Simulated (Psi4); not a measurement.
**AlH3S (SMILES [AlH2][SH]) at wB97M-V/def2-TZVP**

Aim: the vertical singlet–triplet gap of AlH3S at wB97M-V/def2-TZVP, from 2 runs. 

The results are computed with Psi4 1.11.

1 further run of the same task is left out (set aside as unsound or not needed).

**1. The molecule**

The species is AlH3S (5 atoms), meant as a singlet with charge 0. As SMILES, `[AlH2][SH]`. Geometry: relaxed at PBE0-D4/def2-TZVP.

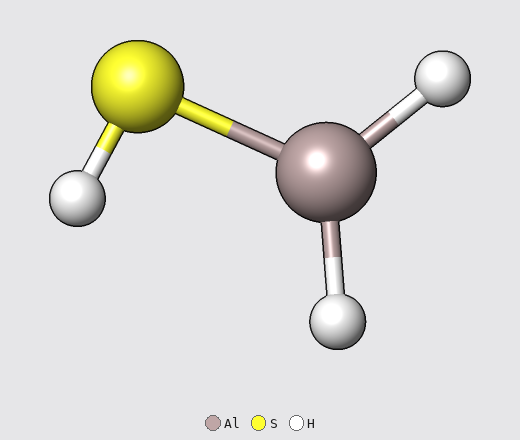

Viewed from a chosen angle; aluminium light grey, sulfur yellow, hydrogen white.

**2. The energy at wB97M-V/def2-TZVP**

alh3s.dat reads:

```
memory 1600 mb

molecule m {
  0 1
  Al    -0.616100    -0.064200    -0.181700
  S      1.129100    -0.343100     1.096600
  H     -1.981700    -0.650100     0.351100
  H     -0.441100     0.696000    -1.556400
  H      1.959700     0.287800     0.249000
  symmetry c1
  no_reorient
  no_com
}

set basis def2-TZVP
set reference rks
set puream true
set e_convergence 1e-09
set d_convergence 1e-08
set scf_type pk
set dft_radial_points 99
set dft_spherical_points 590

energy("wb97m-v")
print_variables()
```

Run with:

```sh
$ psi4 -n 1 alh3s.dat alh3s.out
```

alh3s.out:

```text
[...]
  Running in c1 symmetry.
[...]
  Nuclear repulsion =   73.814899731463512
[...]
  Multiplicity = 1
[...]
  Nalpha       = 16
  Nbeta        = 16
[...]
    Number of basis functions: 92
[...]
   @RKS iter   1:  -642.37359574404479   -5.17101e-01   4.24017e-03 ADIIS/DIIS
[...]
   @RKS iter  11:  -642.42076068229892   -4.54747e-12   4.26460e-09 DIIS
[...]
    Orbital Energies [Eh]
    ---------------------
    Doubly Occupied:
       1A    -89.177167     2A    -56.319857     3A     -8.108371
       4A     -6.017476     5A     -6.013713     6A     -6.012191
       7A     -4.304786     8A     -2.822513     9A     -2.816403
      10A     -2.814555    11A     -0.839653    12A     -0.535234
      13A     -0.494287    14A     -0.407045    15A     -0.396168
      16A     -0.368725
[...]
  @RKS Final Energy:  -642.42076068229892
   => Energetics <=
    Nuclear Repulsion Energy =             73.8148997314635125
    One-Electron Energy =               -1035.9595910862515211
    Two-Electron Energy =                 354.1840511853208682
    DFT Exchange-Correlation Energy =     -34.5937433671646914
    Empirical Dispersion Energy =           0.0000000000000000
    VV10 Nonlocal Energy =                  0.1336228543330352
    Total Energy =                       -642.4207606822989192
[...]
 Multipole Moments:
 ------------------------------------------------------------------------------------
     Multipole            Electronic (a.u.)      Nuclear  (a.u.)        Total (a.u.)
 ------------------------------------------------------------------------------------
 L = 1.  Multiply by 2.5417464519 to convert [e a0] to [Debye]
 Dipole X            :        -18.1494864           18.1285207           -0.0209658
 Dipole Y            :         11.4934486          -11.3204044            0.1730442
 Dipole Z            :        -27.2242661           26.8855115           -0.3387546
 Magnitude           :                                                    0.3809705
[...]
```

Wall time 78 s (1 thread of Intel Xeon Platinum 8375C at 2.90GHz (Ice Lake), shared host); peak memory 0.94 GiB.

**3. The triplet, same level**

alh3s.inp reads:

```
memory 1600 MB

molecule {
  0 3
  Al    -0.616100    -0.064200    -0.181700
  S      1.129100    -0.343100     1.096600
  H     -1.981700    -0.650100     0.351100
  H     -0.441100     0.696000    -1.556400
  H      1.959700     0.287800     0.249000
  symmetry c1
  no_reorient
  no_com
}

set {
  basis                def2-TZVP
  reference            uks
  puream               true
  e_convergence        1e-09
  d_convergence        1e-08
  scf_type             pk
  dft_radial_points    99
  dft_spherical_points 590
  maxiter              200
}

E, wfn = energy('wb97m-v', return_wfn=True)
print_variables()
```

Run with:

```sh
$ psi4 -i alh3s.inp -o alh3s.out -n 1
```

alh3s.out:

```text
[...]
  Running in c1 symmetry.
[...]
  Nuclear repulsion =   73.814899731463512
[...]
  Multiplicity = 3
[...]
  Nalpha       = 17
  Nbeta        = 15
[...]
    Number of basis functions: 92
[...]
   @UKS iter   1:  -642.17634374391798   -3.19849e-01   3.68742e-03 ADIIS/DIIS
[...]
   @UKS iter  12:  -642.22663942180202   -8.75389e-12   6.41347e-09 DIIS
[...]
   @S^2 Observed:                2.005282913E+00
[...]
    Orbital Energies [Eh]
    ---------------------
    Alpha Occupied:
       1A    -89.315557     2A    -56.268132     3A     -8.243244
       4A     -6.161137     5A     -6.149312     6A     -6.144086
       7A     -4.257600     8A     -2.774220     9A     -2.772157
      10A     -2.767269    11A     -0.960405    12A     -0.611508
      13A     -0.547082    14A     -0.508331    15A     -0.435351
      16A     -0.372353    17A     -0.174087
    Alpha Virtual:
      18A      0.022572    19A      0.056656    20A      0.119219
      21A      0.128138    22A      0.160538    23A      0.188710
      24A      0.189769    25A      0.195336    26A      0.205987
[...]
  @UKS Final Energy:  -642.22663942180202
   => Energetics <=
    Nuclear Repulsion Energy =             73.8148997314635125
    One-Electron Energy =               -1034.4040991144329382
    Two-Electron Energy =                 352.7728015086991036
    DFT Exchange-Correlation Energy =     -34.5434034968821635
    Empirical Dispersion Energy =           0.0000000000000000
    VV10 Nonlocal Energy =                  0.1331619493506519
    Total Energy =                       -642.2266394218019059
[...]
 Multipole Moments:
 ------------------------------------------------------------------------------------
     Multipole            Electronic (a.u.)      Nuclear  (a.u.)        Total (a.u.)
 ------------------------------------------------------------------------------------
 L = 1.  Multiply by 2.5417464519 to convert [e a0] to [Debye]
 Dipole X            :        -16.2285919           18.1285207            1.8999287
 Dipole Y            :         11.2468573          -11.3204044           -0.0735470
 Dipole Z            :        -25.9326764           26.8855115            0.9528351
 Magnitude           :                                                    2.1267424
[...]
```

Run time: 91 s. Hardware: 1 thread of Intel Xeon Platinum 8375C at 2.90GHz (Ice Lake), shared host; peak memory 0.95 GiB.

**4. Summary of results**

Level: wB97M-V/def2-TZVP.

| quantity | value |
| --- | --- |
| singlet: total energy | -642.42076 Eh |
| singlet: dipole moment | 0.97 D |
| singlet: HOMO energy | -10.03 eV |
| singlet: LUMO energy | 0.22 eV |
| singlet: HOMO–LUMO gap | 10.26 eV |
| triplet: total energy | -642.22664 Eh |
| triplet: dipole moment | 5.41 D |
| triplet: HOMO energy (highest over α and β) | -4.74 eV |
| triplet: ⟨S²⟩ | 2.005 |
| vertical energy of the triplet above the singlet | 5.282 eV |

What this shows: At this shape the triplet lies 5.28 eV (510 kJ/mol) above the singlet.
